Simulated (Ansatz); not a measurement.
# C: a shear that moves c along a, part 2 of 2

How does C answer a shear that moves c along a between -3 and +3 %? At each strain the cell is held and the atoms relax, within the symmetry that is left.

Ansatz 0.2.0; DFT LDA, scalar-relativistic, plane waves, PAW. The steps go on from the part before.

## Step 7: The cell strained by +3.0 %

input.yaml reads:

```yaml
crystal:
  lattice:
    - [2.4455497234, 0.0, 0.0]
    - [0.0, 4.2334729555, 0.0]
    - [0.202059659, 0.0, 6.7353219677]
  atoms:
    - { symbol: C, position: [0.5, 0.6666863146, 0.5] }
    - { symbol: C, position: [0.0, 0.8333136854, 0.5] }
    - { symbol: C, position: [0.5, 0.1666863146, 0.0] }
    - { symbol: C, position: [0.0, 0.3333136854, 0.0] }
    - { symbol: C, position: [0.0, 0.6666863146, 0.0] }
    - { symbol: C, position: [0.5, 0.8333136854, 0.0] }
    - { symbol: C, position: [0.0, 0.1666863146, 0.5] }
    - { symbol: C, position: [0.5, 0.3333136854, 0.5] }
basis:
  ecutwfc: 420
kpoints:
  mp_grid: { grid: [14, 8, 6] }
hamiltonian:
  xc: lda
scf:
  occupations: { method: gaussian, width: 0.1 }
output:
  forces: true
  stress: true
  eigenvalues: true
  write_density: true
  write_potential: true
  elf: true
  volumetric_format: npy
relax:
  adjacent_minimum: "off"
  f_tol: 0.008
  max_steps: 40
```

Run with:

```
ansatz run input.yaml --threads 1 --pin off --max-ram 2560MiB --backend cpu --events-out ev --progress --plain --runs-dir out
```

Output (excerpt; [...] marks lines left out):

```text
Warning: output.stress: scf.convergence.dr2_threshold = 6.4e-8 eV (the default of a walk held to its f_tol) is looser than the 8e-10 eV advised for a printed stress (1e-10 eV for each atom of the cell: 8). What an SCF threshold leaves in a stress goes as its square root, and in the free [...]
Warning: RAYON_NUM_THREADS=1 ignored (pool sized by the plan → 1); use --threads N
[...]
Pseudopotentials: kind: paw
Pseudopotential: C, paw, valence charge 4, recommended cutoff 420 eV (normal), C.paw.azcp
Functional definition: SPW92
[...]
Crystal: 8 atoms, lattice volume = 69.732 Å³
Basis set: ecut = 420 eV, 1335 PW (Γ)
Bands: 24, of which v1, the nominal top of the filled ones, is band 16 counted from 1 (15 counted from 0)
Symmetry: 16 space group operations
Space group: C2/m (ITA 12), of the structure as read, at distance tolerance 4.1e-5 Å
k-points: 220 of 672
[...]
SCF iter   1: F=—  HF=-1943.852089 eV  |F-HF|=—  |Δ(HF+E_count)|=         —  Δρ=5.88e-3  dr2=7.98e-3  ethr=1.77e-3  ⟨swp⟩=5.8  Hψ=25052  notcnv=0  defer=83
[...]
  atom   5  C      0.00000000    -0.00460953    -0.00000000
  atom   6  C     -0.00000000     0.00460953     0.00000000
  atom   7  C      0.00000000    -0.00460953    -0.00000000
  atom   8  C     -0.00000000     0.00460953     0.00000000
[...]
--- Stress (GPa, compression-positive) ---
        0.101285       0.000000      -0.222109
        0.000000      -0.052358      -0.000000
       -0.222110      -0.000000      -0.076155
  P = ⅓ Tr σ = -0.0091 GPa (-0.091 kbar)
--- Band table (eV; the first three rows and the last of 220) ---
[... band rows left out ...]
[...]
--- Relaxed structure (2 steps of the walk, 2 accepted, 0 SCFs on fresh bases) ---
  F+E_penalty+E_count = -1943.85079623 eV   max|allowed force component| = 4.610e-3 eV/Å
  atoms:
    - { symbol: C, position: [0.5, 0.6666863146, 0.49999999999999994] }
    - { symbol: C, position: [0.0, 0.8333136854, 0.49999999999999994] }
    - { symbol: C, position: [0.5, 0.1666863146, 0.0] }
    - { symbol: C, position: [0.0, 0.3333136854, 0.0] }
    - { symbol: C, position: [0.0, 0.6666863146, 0.0] }
    - { symbol: C, position: [0.5, 0.8333136854, 0.0] }
    - { symbol: C, position: [0.0, 0.1666863146, 0.49999999999999994] }
    - { symbol: C, position: [0.5, 0.3333136854, 0.49999999999999994] }
```

It took 34 s on 1 thread of Intel Xeon Platinum 8259CL at 2.50GHz (Skylake/Cascade Lake), shared host; peak memory 0.59 GiB.

The steps of the relaxation:

```
step  E - E(step 1) (eV/cell)  largest force component (eV/Å)
   1                   0.0000                          0.0046
   2                   0.0000                          0.0046
```

Step 1 is the start.

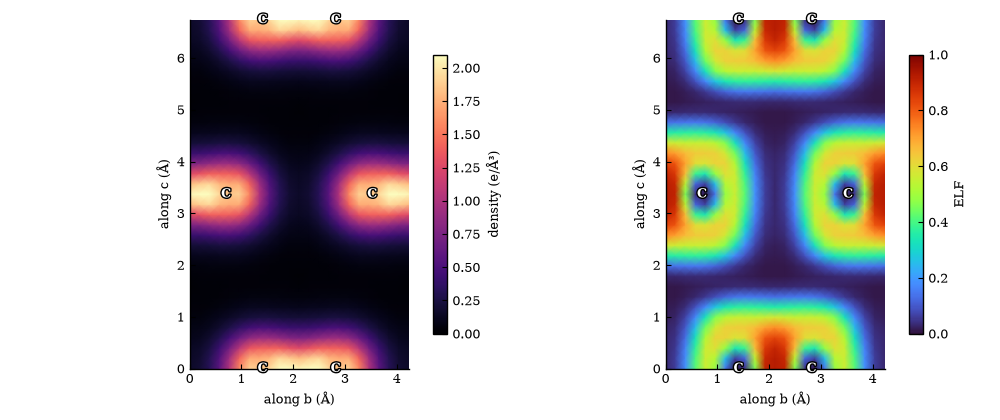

Density (left) and ELF (right) in a lattice plane of the grid's cell (edges 4.23 and 6.74 Å, at 0.000 of the third edge), which holds C. Only atoms in the plane are labelled. Both are smooth fields of the valence electrons: close to the nuclei they are not physical.

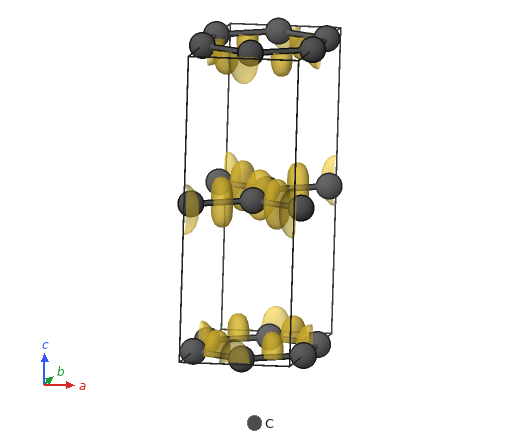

Surface of ELF = 0.85, drawn in one cell.

Outside the cores ELF peaks at 0.93 on the C–C line, 0.6 Å from C.

## Step 8: All strains together

| strain (%) | ΔE (meV/atom) | a (Å) | b (Å) | c (Å) | σxx | σyy | σzz | σyz | σxz | σxy |
| --- | --- | --- | --- | --- | --- | --- | --- | --- | --- | --- |
| -3.0 | 0.2 | 2.446 | 4.233 | 6.738 | 0.10 | -0.05 | -0.08 | 0.00 | 0.22 | 0.00 |
| -2.0 | 0.1 | 2.446 | 4.233 | 6.737 | 0.12 | -0.06 | -0.10 | 0.00 | 0.15 | 0.00 |
| -1.0 | 0.0 | 2.446 | 4.233 | 6.736 | 0.13 | -0.07 | -0.11 | 0.00 | 0.08 | 0.00 |
| +0.0 | 0.0 | 2.446 | 4.233 | 6.735 | 0.15 | -0.09 | -0.11 | 0.00 | 0.00 | 0.00 |
| +1.0 | 0.0 | 2.446 | 4.233 | 6.736 | 0.13 | -0.07 | -0.11 | 0.00 | -0.08 | 0.00 |
| +2.0 | 0.1 | 2.446 | 4.233 | 6.737 | 0.12 | -0.06 | -0.10 | 0.00 | -0.15 | 0.00 |
| +3.0 | 0.2 | 2.446 | 4.233 | 6.738 | 0.10 | -0.05 | -0.08 | 0.00 | -0.22 | 0.00 |

ΔE is over the unstrained cell. Stress in GPa, positive in compression, on the Cartesian axes of the input. 

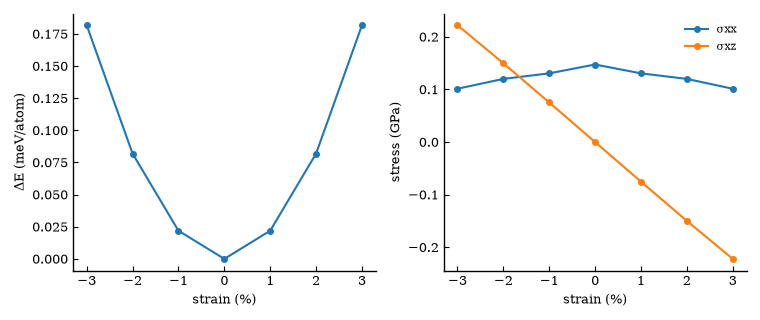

Energy, stress against strain; the lines only join the points.

## Step 9: Summary of results

This closing draws on all 2 parts.

| quantity | value |
| --- | --- |
| largest energy cost | 0.2 meV/atom at -3.0 % |
| (1/V) d²E/dε² at zero strain, cubic fit | 7 GPa |

What this shows: The curvature of the energy, 7 GPa, is the shear constant of this plane and direction. On this cell's mesh the unstrained reference holds a stress of up to 0.15 GPa. Where a structure here is layered, its layers are held mostly by dispersion, which this level lacks, so their spacing and the stiffness across them are unreliable there.
